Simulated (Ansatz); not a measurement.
System: AlBH8SSi2 (SMILES B[SiH2][Al]([SiH3])[SH]).

Input

```
crystal:
  periodic: [false, false, false]
  atoms:
    - { symbol: B, position_ang: [-1.124, -0.3838, 2.2089] }
    - { symbol: Si, position_ang: [-1.4284, -1.0309, 0.4019] }
    - { symbol: Al, position_ang: [-0.0669, 0.1777, -1.0835] }
    - { symbol: Si, position_ang: [2.3701, 0.217, -0.7155] }
    - { symbol: S, position_ang: [-0.9347, 1.3272, -2.813] }
    - { symbol: H, position_ang: [-0.1, -0.3469, 2.6895] }
    - { symbol: H, position_ang: [-2.0584, 0.1277, 2.7889] }
    - { symbol: H, position_ang: [-2.7913, -0.8494, -0.0056] }
    - { symbol: H, position_ang: [-1.0542, -2.4345, 0.4108] }
    - { symbol: H, position_ang: [2.5763, 0.7712, 0.6409] }
    - { symbol: H, position_ang: [2.8073, -1.1664, -0.7615] }
    - { symbol: H, position_ang: [2.9575, 1.0411, -1.7276] }
    - { symbol: H, position_ang: [-1.1327, 2.5151, -2.0195] }
basis:
  gaussian:
    orbitals: def2-TZVP
hamiltonian:
  xc: r2scan
output:
  orbitals: {}
  forces: true
```

Command:

```sh
python albh8ssi2.py
```

Not at a stationary point (largest force 1.9 eV/Å).

All numbers below come from Ansatz, SCF r2SCAN, Gaussian basis.

> What will maps of the electron density and electron localisation function show?

Al–S (2.25 Å): ρ is about 0.62 e/Å³ halfway; the ELF peaks at about 0.90 in the valence shell of S, 1.0 Å from its nucleus, and is about 0.90 at the midpoint.
Al–Si (2.35 Å): ρ is about 0.53 e/Å³ halfway; the ELF peaks at about 1 between the atoms: a covalent bond.
Al–Si (2.46 Å): the density is about 0.49 e/Å³ at the midpoint; the ELF peaks at about 1 between the atoms (a covalent bond).
Si–H (1.43 Å): ρ is about 0.85 e/Å³ halfway; the ELF climbs to about 1 towards the hydrogen, as it does in any bond to H.

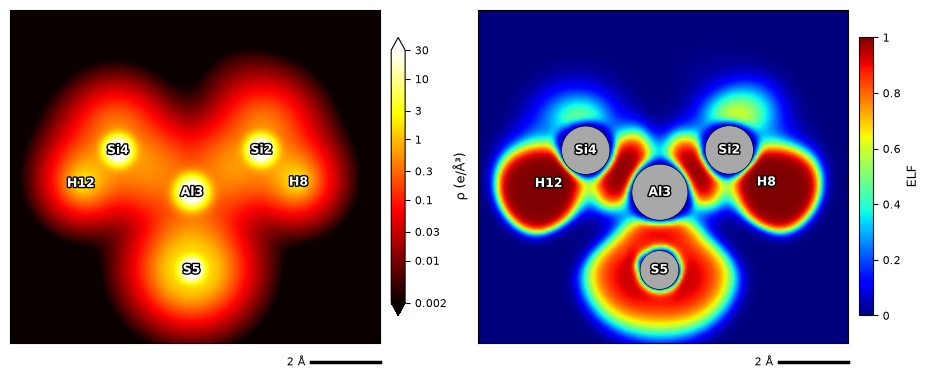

Computed electron density and electron localisation function on the plane of atoms Si2, Al3 and Si4, in this order. Grey discs cover the atomic cores in the ELF map. 
